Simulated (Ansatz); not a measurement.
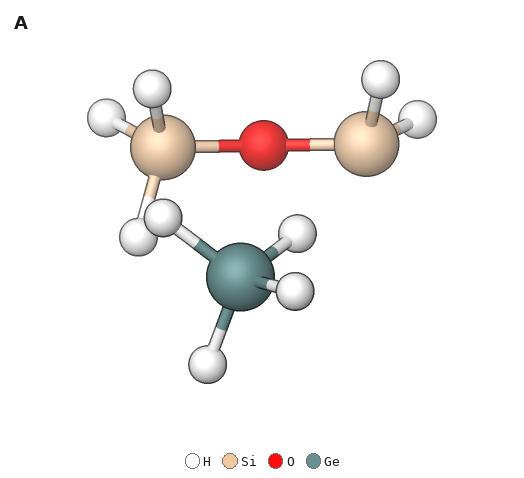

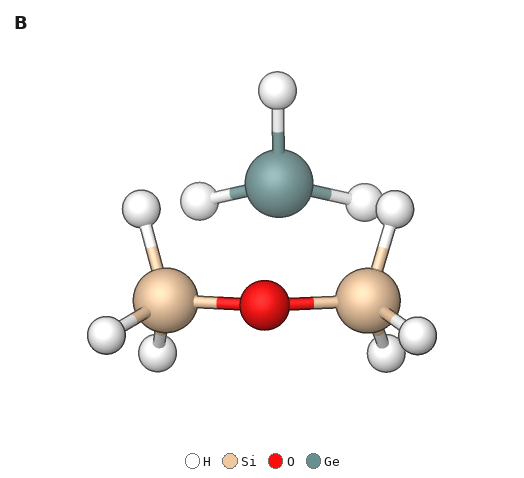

2 stationary structures of one formula. The species is neutral and a spin doublet. Geometries: PBE0-D4/def2-TZVP. Electronic energies: PBE0-D4/def2-TZVP (Ansatz 0.2.0), without zero-point energy. No frequency run is at hand to confirm each as a minimum. Each is one conformer, not always the lowest.

**Rank them by energy, lowest first.**

B is lowest; A lies 6.9 kcal/mol above it (a minimum).
